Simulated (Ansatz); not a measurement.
# ClFHIn: vertical and adiabatic energies of changing the electron count, by script

Aim: vertical and adiabatic energies of changing the electron count, for ClFHIn, run from a script. SMILES: [F][InH][Cl].

Computed with the Python package of Ansatz 0.2.0. Level of theory: r2SCAN+D3(BJ)/def2-SVP.

## Step 1: Starting point

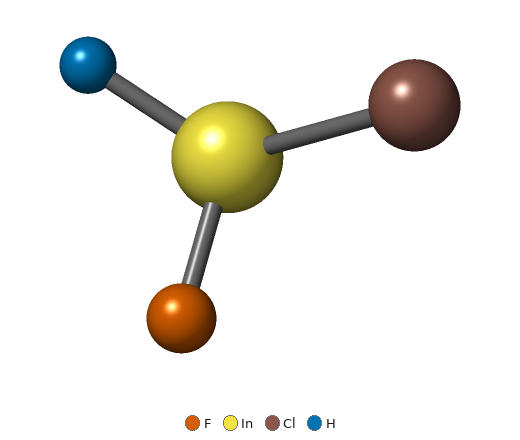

The starting structure, viewed from a chosen angle; fluorine orange, indium yellow, chlorine brown, hydrogen blue.

The script holds or builds the structure itself.

## Step 2: The code

clfhin.py

```python
"""How ClFHIn relaxes after losing an electron."""

import itertools
import warnings

import ansatz
from ase.data import atomic_numbers, covalent_radii
import numpy as np

warnings.simplefilter("ignore", ansatz.DeckWarning)

geometry_ang = [
    ("F", (-1.4101, -0.0698, 0.9743)),
    ("In", (-0.2014, -0.1303, -0.4897)),
    ("Cl", (1.7682, -1.3493, 0.6735)),
    ("H", (-0.1012, 1.489, -1.1784)),
]
system = ansatz.Crystal.molecule()
for symbol, xyz in geometry_ang:
    system = system.atom(symbol, xyz)

calc = (
    system.calculation()
    .basis(gaussian="def2-SVP")
    .functional("r2scan", dispersion="d3bj")
)
symbols = [site.symbol for site in system.cartesian_sites]
start = np.array([site.position_ang for site in system.cartesian_sites], dtype=float)
rep = calc.relax(force_tolerance=0.01).run(threads=1).report
end = np.array(rep["positions_ang"])

minimum = ansatz.Crystal.molecule()
for symbol, place in zip(symbols, end):
    minimum = minimum.atom(symbol, place.tolist())
ion = minimum.calculation()
ion = ion.basis(gaussian="def2-SVP").functional("r2scan", dispersion="d3bj")
ion = ion.charge(1).spin("collinear", total=1)
vertical = ion.run(threads=1).report
settled = ion.relax(force_tolerance=0.01, max_steps=80).run(threads=1).report
print(f"vertical ionisation energy   {vertical['free_energy_ev'] - rep['free_energy_ev']:.3f} eV")
print(f"adiabatic, no zero point     {settled['free_energy_ev'] - rep['free_energy_ev']:.3f} eV")
print(f"relaxation energy of the ion {vertical['free_energy_ev'] - settled['free_energy_ev']:.3f} eV")
ionised = np.array(settled["positions_ang"])
# pairs closer than 1.2 times the sum of covalent radii, before or after
radius = [covalent_radii[atomic_numbers[s]] for s in symbols]
span = lambda where, i, j: np.linalg.norm(where[i] - where[j])
bonded = [(i, j) for i, j in itertools.combinations(range(len(symbols)), 2) if min(span(end, i, j), span(ionised, i, j)) < 1.2 * (radius[i] + radius[j])]
print("pair        before    after (A)")
for i, j in bonded:
    print(f"{symbols[i]}{i}-{symbols[j]}{j}".ljust(10), f"{span(end, i, j):8.4f} {span(ionised, i, j):8.4f}")
```

## Step 3: What the engine is handed

The package turns the script's settings into the engine's input (first run):

```yaml
crystal:
  periodic: [false, false, false]
  atoms:
    - { symbol: F, position_ang: [-1.4101, -0.0698, 0.9743] }
    - { symbol: In, position_ang: [-0.2014, -0.1303, -0.4897] }
    - { symbol: Cl, position_ang: [1.7682, -1.3493, 0.6735] }
    - { symbol: H, position_ang: [-0.1012, 1.489, -1.1784] }
basis:
  gaussian:
    orbitals: def2-SVP
hamiltonian:
  xc: r2scan
  dispersion: d3bj
relax:
  f_tol: 0.01
```

## Step 4: Running it

Run with:

```
python clfhin.py
```

Q: Predict the main results. Wanted: vertical ionisation energy; adiabatic ionisation energy, no zero point.

**Answer**, as computed:

| quantity | value |
| --- | --- |
| vertical ionisation energy | 11.186 eV |
| adiabatic ionisation energy, no zero point | 10.679 eV |
| runs compared | 3 |

**Reading.** The ionisation energy is a difference of two total energies at the neutral geometry; letting the ion relax lowers it by 0.51 eV. The dearest, run 3, took some 9.6 times as long as run 2. Run 1: After 5 moves the largest shift is 0.474 Å, of atom 2 (In). Run 3: After 15 moves the largest shift is 0.659 Å, of atom 1 (F). Reading the output:
- The energies are electronic: no zero-point or thermal terms, and the basis set is short of its limit. The product may relax into another structure. The relaxation finds the nearest minimum, so the adiabatic value is an upper bound.
- def2 sets replace the cores of elements past krypton by effective core potentials.
- A dispersion term here runs with damping parameters fitted for another variant or functional.
